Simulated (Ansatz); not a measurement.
# Phonons of GaGeW in the AlB2 type, part 2 of 3

Question: is the lattice of GaGeW in the AlB2 type stable, and if so, what are its coupling constant and resistivity?

Ansatz 0.2.0; DFT PBEsol, scalar-relativistic, plane waves, PAW; PAW set soft_1.

So far. Step 2 (Rough relaxation): The largest force is now zero by symmetry and the largest stress component 0.10 GPa. Step 3 (Relaxation): The largest force is now zero by symmetry and the largest stress component 0.020 GPa. The relaxed cell has a = 4.514, c = 2.621 Å (conventional setting).

The structure was built from a prototype and need not be the compound's stable phase.

## 4. Tight relaxation

No force is left; the cell is relaxed once more with another smearing and tight thresholds.

input.yaml

```yaml
crystal:
  lattice:
    - [4.5143444541, 0.0, 0.0]
    - [-2.257172227, 3.9095369787, 0.0]
    - [0.0, 0.0, 2.6210396245]
  atoms:
    - { symbol: W, position: [0.0, 0.0, 0.0] }
    - { symbol: Ga, position: [0.3333333333, 0.6666666667, 0.5] }
    - { symbol: Ge, position: [0.6666666667, 0.3333333333, 0.5] }
kpoints:
  mp_grid: { grid: [9, 9, 12] }
hamiltonian:
  xc: pbesol
  pseudopotentials: { kind: paw, azcp: { folder: soft_1 }, xc_functional: pbe }
scf:
  occupations: { method: methfessel_paxton, width: 0.2 }
output:
  forces: true
  stress: true
  eigenvalues: true
relax:
  adjacent_minimum: "off"
  f_tol: 0.001
  max_steps: 60
  cell: { stress_tol: 0.01 }
```

Run with:

```
$ ansatz run input.yaml --threads 4 --pin off --max-ram 12288MiB --backend cpu --events-out ev --progress --plain --runs-dir out
```

Numbers of over 12 decimals in the logs are rounded to 6 here.

The program printed:

```text
[the first part of the log is left out]
  E_paw        = -12374.109858  (= ΣΔE_a)
  E_vpaw       = -860.038627  (= ΣTr[D̂ρ^β])
  E_aug_tail   = -0.000057  (compensation charges beyond the density's cutoff)
  E_ewald      = -4677.061164
  E_core_change = 2.002775  (= ΣΔE_core)
  E_smearing   = 0.001715  (= −TS)
  E_closure    = 0.000000  (closes the sum)
  Σ components = -18253.069439   (vs F -18253.069439, Δ=0.00e0)
[...]
--- Stress (GPa, compression-positive) ---
       -0.004028       0.000000       0.000000
        0.000000      -0.004028      -0.000000
        0.000000      -0.000000      -0.001484
  P = ⅓ Tr σ = -0.0032 GPa (-0.032 kbar)
--- Band table (eV; the first three rows and the last of 84) ---
[...]
--- Relaxed structure (3 steps of the walk, 3 accepted, 1 SCFs on fresh bases) ---
[...]
cell:  # Å, volume = 46.2573 Å³
    - [4.514579, -2.886889693171201e-11, 0.0]
    - [-2.257289, 3.909740, 0.0]
    - [0.0, 0.0, 2.620687]
  atoms:
    - { symbol: W, position: [0, 0, 0.0] }
    - { symbol: Ga, position: [0.333333, 0.666667, 0.5] }
    - { symbol: Ge, position: [0.666667, 0.333333, 0.5] }
```

It took 8.4 s on 4 threads of Arm Neoverse V2, shared host; peak memory 0.47 GiB; 32 s of CPU time.

Little changed from the start: no atom moved by 0.005 Å and no cell edge by 0.1 %.

This step gave:

```
pressure : -0.003180 GPa
```

The largest force is now zero by symmetry and the largest stress component 0.0040 GPa, small enough for phonons.

## 5. Phonons: q 2×2×2, k 4×4×6

Before any scattering is computed, the phonons show whether the structure is a minimum.

input.yaml

```yaml
crystal:
  lattice:
    - [4.5145785689, 0.0, 0.0]
    - [-2.2572892844, 3.909739728, 0.0]
    - [0.0, 0.0, 2.6206867934]
  atoms:
    - { symbol: W, position: [0.0, 0.0, 0.0] }
    - { symbol: Ga, position: [0.3333333333, 0.6666666667, 0.5] }
    - { symbol: Ge, position: [0.6666666667, 0.3333333333, 0.5] }
kpoints:
  mp_grid: { grid: [4, 4, 6] }
hamiltonian:
  xc: pbesol
  pseudopotentials: { kind: paw, azcp: { folder: soft_1 }, xc_functional: pbe }
scf:
  occupations: { method: methfessel_paxton, width: 0.2 }
output:
  eigenvalues: true
phonons:
  method: dfpt
  qmesh: [2, 2, 2]
  temperatures: { t_max: 1000, t_step: 50 }
  qpath:
    path:
      - [[0.0, 0.0, 0.0], [0.5, 0.0, 0.0], [0.33333333, 0.33333333, 0.0], [0.0, 0.0, 0.0], [0.0, 0.0, 0.5], [0.5, 0.0, 0.5], [0.33333333, 0.33333333, 0.5], [0.0, 0.0, 0.5]]
      - [[0.5, 0.0, 0.5], [0.5, 0.0, 0.0]]
      - [[0.33333333, 0.33333333, 0.5], [0.33333333, 0.33333333, 0.0]]
    npoints: 10
```

The program printed:

```text
[...]
Crystal: 3 atoms, lattice volume = 46.257 Å³
Basis set: ecut = 420 eV, 927 PW (Γ), exchange–correlation on 64×64×36 points (8 copies of the dense FFT grid, shifted against one another)
Bands: 25, of which v1, the nominal top of the filled ones, is band 21 counted from 1 (20 counted from 0)
Symmetry: 12 space group operations
k-points: 16 of 96 (time reversal used)
[...]
SCF iter   1: F=—  HF=-18253.757208 eV  |F-HF|=—  |Δ(HF+E_count)|=         —  Δρ=6.39e-2  dr2=2.49e0  ethr=3.10e-3  ⟨swp⟩=5.0  Hψ=1474  notcnv=0
[...]
SCF iter  11: F=-18253.130687 eV  HF=-18253.130687 eV  |F-HF|=1.09e-11  |Δ(HF+E_count)|=  2.07e-10  S|Δr|=    0.00e0  Δρ=8.51e-8  dr2=7.14e-12  ethr=1.00e-12  ⟨swp⟩=5.0  Hψ=1935  notcnv=0
SCF 1 converged in 11 iterations: F = -18253.130687 eV  dr2 = 7.14e-12
[...]
phonons: the bands overlap, so this run is a metal and interpolates without the dipole-dipole term. If the crystal is really an insulator or semiconductor, its LO-TO splitting is missing
NSCF: frozen V_eff on 16 k-points
[...]
DFPT response loops at q = (0, 0, 0) (fractional): preconditioner auto → Kerker (q_TF=auto, 2.674 Å⁻¹) (partly filled bands, converged f_vac=0.000); β = 1.00, the filter's whole step (`scf.mixing.beta` (0.50) is not read by the response loops under this deck's `scf.mixing.preconditioner`; to damp them name `kerker` or `kerker_dos`, under which they read `scf.mixing.beta`, and type it under 1.00, their step now; both keys bind the ground state too); Broyden in place of MSR1
[...]
SCF converged after 11 iterations
Stability not checked: this state was not tested for a lower state beside it, because cold or Methfessel-Paxton smearing, or corrected tetrahedra, fill the levels in a way that the test cannot read (fill_not_monotonic; see scf.lower_state_search)
Free energy (F): -18253.130687 eV
[...]
Internal energy: -18253.126269 eV  (E = F + TS)
E sigma→0 (E₀):  -18253.129583 eV
Entropy (-TS):   -0.004418 eV (-1.473 meV/atom)
Fermi energy:    16.711276 eV
[...]
--- Band table (eV; the first three rows and the last of 16) ---
  k-point 0: bands = [... 17 lower, 11.6674, 12.3827, 16.4757, 16.4757, 19.2058, 19.2058, 20.7582, 20.7582]
  k-point 1: bands = [... 17 lower, 12.3659, 13.6548, 15.2854, 15.2854, 19.3633, 20.0313, 20.0313, 20.5907]
  k-point 2: bands = [... 17 lower, 13.4184, 13.8394, 13.8394, 14.1438, 18.9916, 19.0377, 19.0377, 21.7108]
  k-point 15: bands = [... 17 lower, 13.2050, 13.5751, 15.7404, 16.4678, 17.0895, 18.0876, 18.6331, 21.5316]
--- Phonons (Γ-DFPT): 6 representative perturbations + reference (Σ response iterations 18) ---
  ASR residual: 8.648e-5 → 0.000e0 eV/Å²; symmetrization residual: 7.204e-6 eV/Å²
  ASR residual per site (eV/Å²): 8.65e-5 4.63e-5 2.46e-5
  Γ frequencies (cm⁻¹): -85.30 -22.37 0.00 0.00 0.00 111.03 111.03 209.24 209.24
--- Phonons (arbitrary-q DFPT): 4 irreducible q on the 2×2×2 mesh ---
  q = [0.0000, 0.0000, 0.0000] (star 1, of the zone-centre solve; hermiticity 1.99e-6, symmetrization 3.23e-10): -85.30 -22.37 -0.00 -0.00 0.00 111.03 111.03 209.24 209.24
  q = [0.0000, 0.0000, -0.5000] (star 1, 6 solved perturbations in 132 linear systems a pass and spin channel, the states on 28 of 96 k-point pairs; hermiticity 2.58e-8, symmetrization 4.50e-10): -42.10 -42.10 59.26 59.26 174.33 192.03 201.37 201.37 213.53
  q = [0.0000, -0.5000, 0.0000] (star 3, 9 solved perturbations on 28 of 96 k-point pairs; hermiticity 1.67e-5, symmetrization 4.77e-6): -80.48 -71.87 23.65 77.78 89.13 103.76 135.41 219.42 233.06
[...]
sum rule: each row above includes the acoustic sum rule's correction from the zone centre's row sums; it moved no ω² by more than (0.42 cm⁻¹)²
  mesh force constants: q→R imaginary residual 8.88e-18; ASR residual 8.648e-5 → 0.000e0 eV/Å²; symmetrization residual 1.066e-14 eV/Å²
  interpolated dispersion: 93 rows × 9 modes
  density of states and harmonic sums: on the 16×16×24 q-mesh, interpolated from the force constants of a 2×2×2 supercell (no non-analytic term)
  largest difference from the sums on the solved wave vectors: F 2.09e-1 eV, S 2.98e-4 and C_V 8.91e-5 eV/K
  zero-point energy: 0.068593 eV/cell   skipped modes (ω ≤ 0): 293, of them read as no rigid motion or as one in doubt: 290 (6.006e-1 modes/cell left out, lowest -85.30 cm⁻¹)   left out of the sums: 6.68e-2 of the cell's modes: C_V's classical limit lies that fraction below 3 k_B per atom; for a crystal, a wire or a layer, F and S can be off by more, and a phonons.interpolated_qmesh denser along its periods is the remedy for the sampling
```

It took 24 s on 4 threads; peak memory 0.54 GiB; 91 s of CPU time.

Numbers from this step:

| Property | Result |
| --- | --- |
| share of imaginary modes in the plain interpolation between solved wavevectors | 0.0658 |
| highest frequency, solved or plainly interpolated | 246.4 cm⁻¹ |

Solved on the 2×2×2 mesh alone; all other wavevectors are interpolated. Phonon branches along the path, in cm⁻¹:

| point | branch 1 | branch 2 | branch 3 | branch 4 | branch 5 | branch 6 | branch 7 | branch 8 | branch 9 |
| --- | --- | --- | --- | --- | --- | --- | --- | --- | --- |
| Γ | -85 | -22 | 0 | 0 | 0 | 111 | 111 | 209 | 209 |
| M | -80 | -72 | 24 | 78 | 89 | 104 | 135 | 219 | 233 |
| K | -75 | -72 | -28 | 62 | 93 | 98 | 182 | 183 | 246 |
| Γ | -85 | -22 | 0 | 0 | 0 | 111 | 111 | 209 | 209 |
| A | -42 | -42 | 59 | 59 | 174 | 192 | 201 | 201 | 214 |
| L | 54 | 54 | 115 | 120 | 169 | 204 | 205 | 211 | 212 |
| H | 38 | 96 | 96 | 150 | 162 | 183 | 207 | 212 | 225 |
| A | -42 | -42 | 59 | 59 | 174 | 192 | 201 | 201 | 214 |
| jump to L | 54 | 54 | 115 | 120 | 169 | 204 | 205 | 211 | 212 |
| M | -80 | -72 | 24 | 78 | 89 | 104 | 135 | 219 | 233 |
| jump to H | 38 | 96 | 96 | 150 | 162 | 183 | 207 | 212 | 225 |
| K | -75 | -72 | -28 | 62 | 93 | 98 | 182 | 183 | 246 |

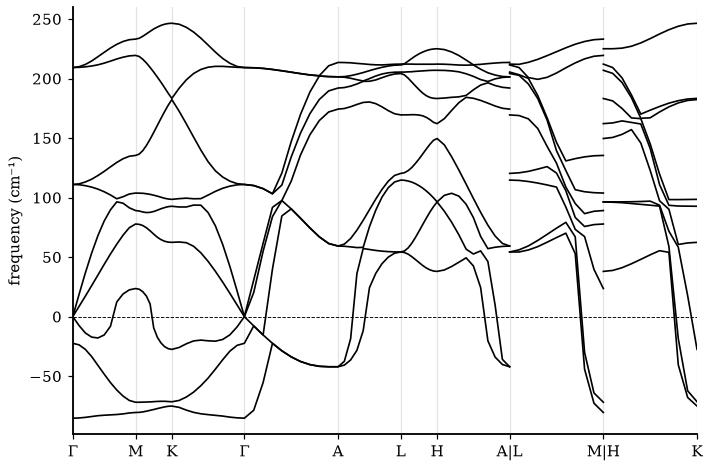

Phonon branches along the path.

Among the solved wavevectors the lowest mode, translations apart, is -85.3 cm⁻¹, imaginary.

## 6. Lattice stability: q 3×3×3, k 6×6×9

An imaginary mode on so few k-points may come from the sampling, so the phonons are repeated with another q and k mesh.

input.yaml, as its differences from that of step 5:

```diff
@@ -10,3 +10,3 @@
 kpoints:
-  mp_grid: { grid: [4, 4, 6] }
+  mp_grid: { grid: [6, 6, 9] }
 hamiltonian:
@@ -20,3 +20,3 @@
   method: dfpt
-  qmesh: [2, 2, 2]
+  qmesh: [3, 3, 3]
   temperatures: { t_max: 1000, t_step: 50 }
```

The program printed:

```text
[...]
Crystal: 3 atoms, lattice volume = 46.257 Å³
Basis set: ecut = 420 eV, 927 PW (Γ), exchange–correlation on 64×64×36 points (8 copies of the dense FFT grid, shifted against one another)
Bands: 25, of which v1, the nominal top of the filled ones, is band 21 counted from 1 (20 counted from 0)
Symmetry: 12 space group operations
k-points: 35 of 324 (time reversal used)
[...]
SCF iter   1: F=—  HF=-18253.707276 eV  |F-HF|=—  |Δ(HF+E_count)|=         —  Δρ=6.37e-2  dr2=2.49e0  ethr=3.10e-3  ⟨swp⟩=5.0  Hψ=3196  notcnv=0
[...]
SCF iter  10: F=-18253.084948 eV  HF=-18253.084948 eV  |F-HF|=3.64e-12  |Δ(HF+E_count)|=  1.75e-10  S|Δr|=    0.00e0  Δρ=1.35e-7  dr2=3.25e-12  ethr=1.00e-12  ⟨swp⟩=4.7  Hψ=4516  notcnv=0
SCF 1 converged in 10 iterations: F = -18253.084948 eV  dr2 = 3.25e-12
[...]
SCF converged after 10 iterations
[...]
Free energy (F): -18253.084948 eV
[...]
Internal energy: -18253.085756 eV  (E = F + TS)
E sigma→0 (E₀):  -18253.085150 eV
Entropy (-TS):   0.000808 eV (0.269 meV/atom)
Fermi energy:    16.615083 eV
[...]
--- Band table (eV; the first three rows and the last of 35) ---
  k-point 0: bands = [... 17 lower, 11.6960, 12.4768, 16.4826, 16.4826, 19.2580, 19.2580, 20.7370, 20.7370]
  k-point 1: bands = [... 17 lower, 12.0148, 13.0684, 15.8875, 15.8875, 19.6703, 19.6703, 20.5379, 20.6634]
  k-point 2: bands = [... 17 lower, 12.8182, 14.4495, 14.7198, 14.7198, 18.1612, 20.0892, 20.0892, 20.7963]
  k-point 34: bands = [... 17 lower, 13.2895, 13.6888, 16.0851, 16.1502, 17.4717, 17.6956, 17.7246, 22.8036]
[...]
ASR residual: 1.904e-4 → 0.000e0 eV/Å²; symmetrization residual: 5.805e-6 eV/Å²
  ASR residual per site (eV/Å²): 4.25e-5 1.90e-4 4.58e-5
  Γ frequencies (cm⁻¹): -71.91 0.00 0.00 0.00 32.80 104.24 104.24 222.40 222.40
--- Phonons (arbitrary-q DFPT): 6 irreducible q on the 3×3×3 mesh ---
[...]
interpolated dispersion: 93 rows × 9 modes
[...]
```

The job ended after 2.2 min (4 threads; peak memory 0.91 GiB).

This step gave:

| Property | Result |
| --- | --- |
| share of imaginary modes in the plain interpolation between solved wavevectors | 0.0421 |
| highest frequency, solved or plainly interpolated | 243.7 cm⁻¹ |

Solved on the 3×3×3 mesh alone; all other wavevectors are interpolated. Phonon branches along the path, in cm⁻¹:

| point | branch 1 | branch 2 | branch 3 | branch 4 | branch 5 | branch 6 | branch 7 | branch 8 | branch 9 |
| --- | --- | --- | --- | --- | --- | --- | --- | --- | --- |
| Γ | -72 | 0 | 0 | 0 | 33 | 104 | 104 | 222 | 222 |
| M | -62 | -50 | 48 | 74 | 91 | 91 | 136 | 216 | 233 |
| K | -73 | -47 | 20 | 36 | 73 | 88 | 178 | 181 | 244 |
| Γ | -72 | 0 | 0 | 0 | 33 | 104 | 104 | 222 | 222 |
| A | -56 | -56 | 87 | 87 | 191 | 195 | 202 | 202 | 241 |
| L | 50 | 68 | 109 | 124 | 171 | 207 | 211 | 214 | 221 |
| H | 41 | 87 | 100 | 149 | 160 | 192 | 208 | 221 | 222 |
| A | -56 | -56 | 87 | 87 | 191 | 195 | 202 | 202 | 241 |
| jump to L | 50 | 68 | 109 | 124 | 171 | 207 | 211 | 214 | 221 |
| M | -62 | -50 | 48 | 74 | 91 | 91 | 136 | 216 | 233 |
| jump to H | 41 | 87 | 100 | 149 | 160 | 192 | 208 | 221 | 222 |
| K | -73 | -47 | 20 | 36 | 73 | 88 | 178 | 181 | 244 |

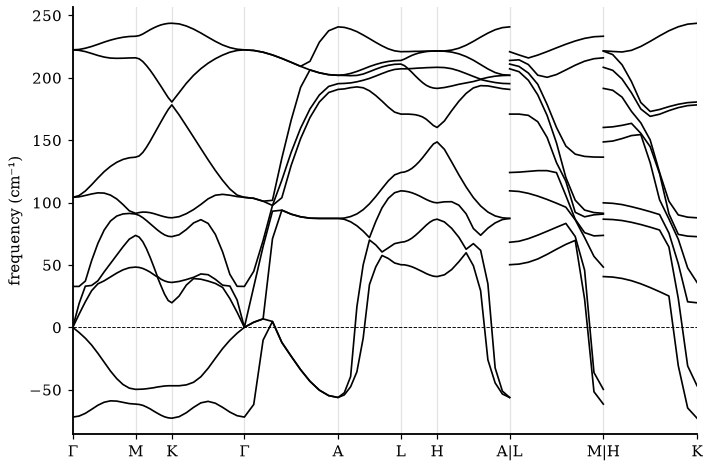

Phonon branches along the path.

Lowest modes at the softest wavevector of the mesh. The modes at q = (0.333, 0.333, 0.000) (shares of kinetic energy by element, %) (negative means imaginary):

| mode | frequency (cm⁻¹) | W % | Ga % | Ge % |
| --- | --- | --- | --- | --- |
| 1 | -72.8 | 100 | 0 | 0 |
| 2 | -46.8 | 0 | 0 | 100 |
| 3 | 19.7 | 0 | 48 | 52 |
| 4 | 36.0 | 0 | 100 | 0 |
| 5 | 72.7 | 95 | 5 | 0 |
| 6 | 87.8 | 96 | 0 | 4 |

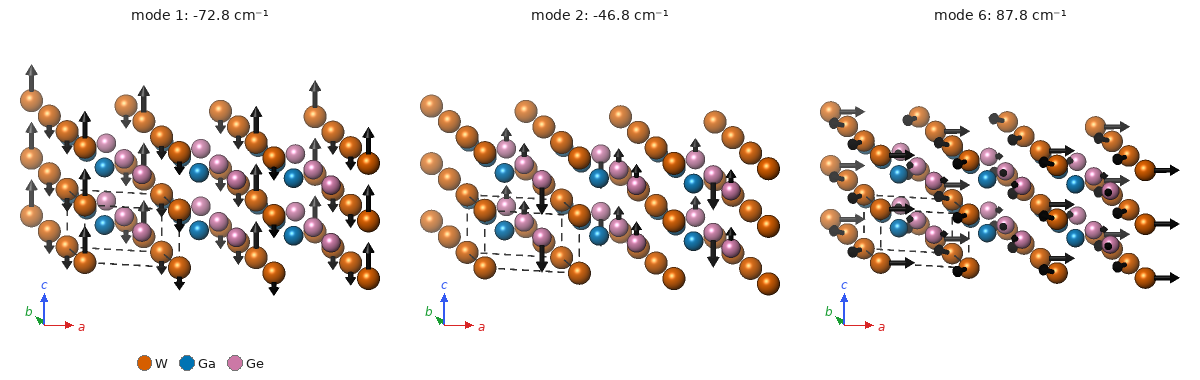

Displacement patterns of modes 1, 2 and 6 at q = (0.333, 0.333, 0.000); arrows are exaggerated. 3×3×2 cells are drawn. Some periodic images of atoms are drawn too.

The modes has structure finer than the step of the table below, so its rows give means over 25 cm⁻¹, whole bins alone (the curve runs from -82.8 to 261 cm⁻¹). Peaks (cm⁻¹: height): Ga 51.3: 0.0226, 70.8: 0.0123, 98.9: 0.0152, 118.3: 0.0136, 137.8: 0.0145, 202.7: 0.0376; Ge -33.0: 0.00531, 53.5: 0.0217, 83.7: 0.0167, 114.0: 0.0145, 140.0: 0.0154, 157.3: 0.0119, 220.0: 0.0352; W 79.4: 0.0460, 92.4: 0.0520, 191.9: 0.0102.

Phonopy on the run's constants, 15x15x21 mesh, Gaussian sigma 2.5 cm⁻¹. Table of modes by wavenumber; means over each step; values in 1/cm⁻¹/cell:

| wavenumber (cm⁻¹) | Ga | Ge | W |
| --- | --- | --- | --- |
| -50 | 1.8e-4 | 0.00240 | 0.00435 |
| -25 | 2.5e-4 | 0.00235 | 0.00361 |
| 0 | 1.2e-4 | 3.9e-4 | 0.00183 |
| 25 | 0.00251 | 0.00274 | 0.00572 |
| 50 | 0.0156 | 0.0152 | 0.0126 |
| 75 | 0.00927 | 0.00882 | 0.0318 |
| 100 | 0.0108 | 0.0105 | 0.0336 |
| 125 | 0.0112 | 0.0123 | 0.00474 |
| 150 | 0.00972 | 0.0102 | 0.00456 |
| 175 | 0.0112 | 0.00843 | 0.00735 |
| 200 | 0.0266 | 0.0207 | 0.00689 |
| 225 | 0.0212 | 0.0243 | 0.00187 |

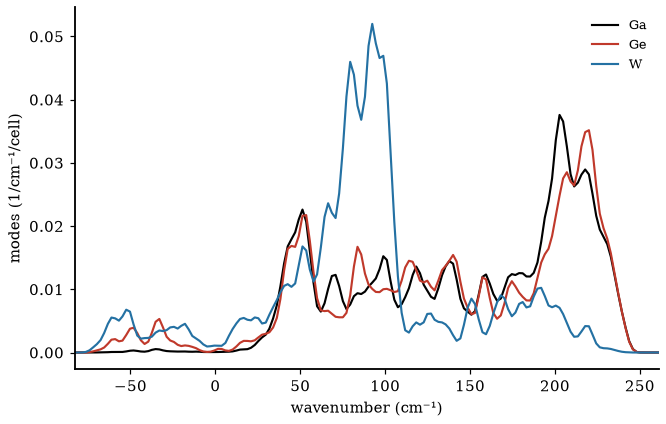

Modes, plotted against wavenumber.

[end of part 2 of 3]

[Logs are printed without paths, hosts, clocks, repeated set-up lines and the standing remarks that a program may print on its own settings, such as how far it seeks lower states.]

[Hosts, paths, dates, database ids (printed as entryN), source tags and the programs' standing remarks are cut or masked in the printed files.]
